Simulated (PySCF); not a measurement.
```tsv
atom	x (Å)	y (Å)	z (Å)
Zn	0.0000	0.0000	-0.7217
Cl	0.0000	0.0000	1.3193
```

Level of theory: PBE0/cc-pVDZ(-PP), non-relativistic Hamiltonian with scalar-relativistic core potentials where named, at a bond length of 2.041 Å (PySCF 2.14.0).

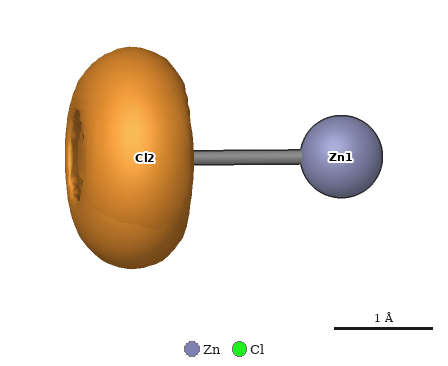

ZnCl (charge +1). Isosurface of the ELF at 0.85 (orange), seen from one side. Core shells and regions of very low density are left out.

> Where are the electrons localised?

At this value the surface marks out one region wrapped around Cl (its valence shell).

Values along the shortest contacts:
Zn–Cl (2.04 Å): the ELF peaks at about 0.75 in the valence shell of Cl, 0.8 Å from its nucleus, and is about 0.45 at the midpoint.
